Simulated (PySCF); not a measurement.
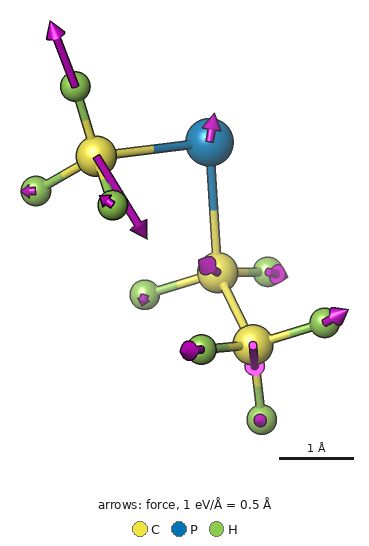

Starting geometry of C3H8P (charge −1) with the computed forces as purple arrows. The picture is a ball-and-stick view, seen from a free direction.

The start comes from GFN2-xTB. Its atoms were then displaced at random by about 0.01 Å.

These are results of PySCF 2.14.0, density-fitted response routines, PBE0-D3(BJ)/def2-SVP geometry optimisation, gas phase, not measurements. 

Q: Is this structure relaxed? If not, where do the atoms go?

A: It isn't relaxed: the largest force vector, on a C atom, is 2.70 eV/Å. The final displacements follow the starting forces only in part (cosine between the two patterns 0.45). The largest moves after the best rigid fit, 0.083 Å, are those of H atoms. Largest moves by element: H 0.083 Å, C 0.053 Å, P 0.030 Å. Among the contacts that change: C–H 1.049 → 1.106 Å, C–H 1.071 → 1.103 Å, C–P 1.861 → 1.885 Å, C–H 1.100 → 1.113 Å. Bond angles that change, for instance: P–C–H 110.2° → 116.0°, C–C–H 109.1° → 113.8°, H–C–H 111.0° → 106.4°. Over 3 geometry steps the energy falls by 4.21 kcal/mol.

Limits of the set-up: the basis has no diffuse functions, which an anion needs.
